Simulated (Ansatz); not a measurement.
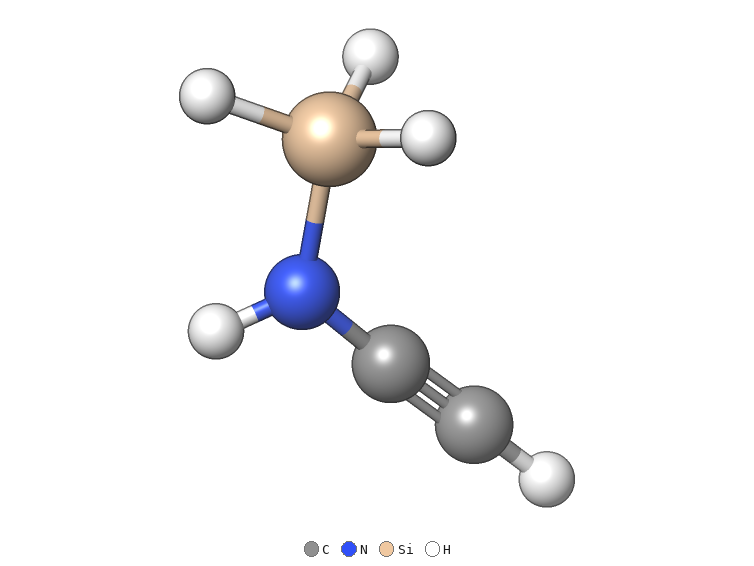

A ball-and-stick model of a molecule. Multiple sticks mark multiple bonds (one Kekulé form).

Computed geometry: PBE0-D4/def2-TZVP optimisation.

**Count the atoms of each element.**

C2H5NSi, 9 atoms: 2 carbon, 5 hydrogen, 1 nitrogen and 1 silicon.

**Count the bonded pairs by element.**

3 Si–H, 1 C–C, 1 C–N, 1 N–Si, 1 C–H, 1 N–H.

**Give a SMILES string for it.**

C#CN[SiH3]

The parts below concern this one geometry. Atoms keep their numbers from picture to picture.

**Shape**

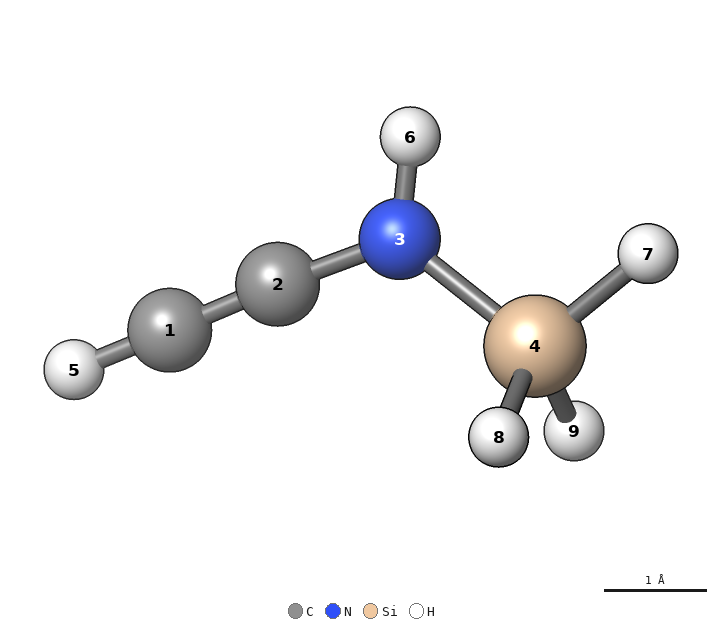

Estimate the angles C2–C1–H5, C1–C2–N3, C2–N3–Si4, C2–N3–H6, Si4–N3–H6, N3–Si4–H7, N3–Si4–H8.

| angle | degrees |
| --- | --- |
| C2–C1–H5 | 179.3 |
| C1–C2–N3 | 177.4 |
| C2–N3–Si4 | 123.3 |
| C2–N3–H6 | 116.0 |
| Si4–N3–H6 | 120.7 |
| N3–Si4–H7 | 105.1 |
| N3–Si4–H8 | 110.8 |

**Dipole moment**

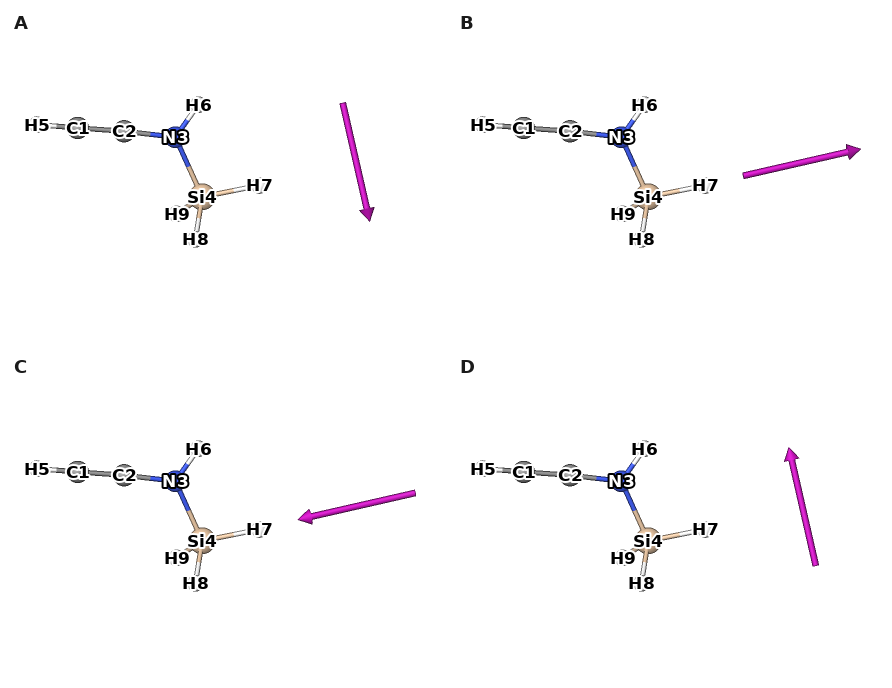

The same molecule four times, each with an arrow. Properties computed with RKS PBE0-D4/def2-TZVP (Ansatz 0.2.0).

**Which arrow points along the dipole moment, from the negative to the positive end?**

B. The dipole moment is 1.40 D; it points from the side of H5 to the side of H7 (the outermost atoms at the two ends).

**Electronic properties**

Level of theory: RKS BHLYP-D4/def2-TZVPP (Ansatz 0.2.0).

What does the calculation give?

- HOMO energy (Kohn–Sham orbital): −7.61 eV
- LUMO energy (Kohn–Sham orbital): 0.84 eV
- HOMO–LUMO gap: 8.44 eV
- dispersion correction: −18.9 kJ/mol

**Vibrations**

Harmonic vibrations computed with RKS PBE0-D4/def2-TZVP (Ansatz 0.2.0) at a stationary point of the same level.

**How many vibrational modes are there, and where do they lie?**

21 modes: 97, 149, 202, 435, 464, 509, 659, 694, 701, 832, 926, 946, 977, 1157, 1363, 2235, 2237, 2248, 2258, 3496, 3617 cm⁻¹.

**Charges**

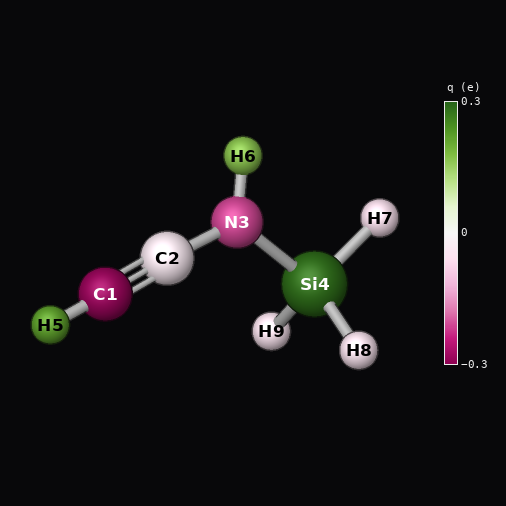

Atoms are coloured by their Mulliken charges. Method: RKS PBE-D4/def2-TZVPP (Ansatz 0.2.0).

**Which atom carries the highest charge (most positive or least negative)?**

Si4 (0.29 e).

**And the lowest?**

C1 (−0.28 e).

Give the Mulliken charges atom by atom.

```json
{"atom": "C1", "value (e)": "−0.28"}
{"atom": "C2", "value (e)": "−0.03"}
{"atom": "N3", "value (e)": "−0.21"}
{"atom": "Si4", "value (e)": "0.29"}
{"atom": "H5", "value (e)": "0.22"}
{"atom": "H6", "value (e)": "0.17"}
{"atom": "H7", "value (e)": "−0.05"}
{"atom": "H8", "value (e)": "−0.05"}
{"atom": "H9", "value (e)": "−0.05"}
```

Mulliken values depend strongly on the basis set and can even reverse the polarity of a bond.
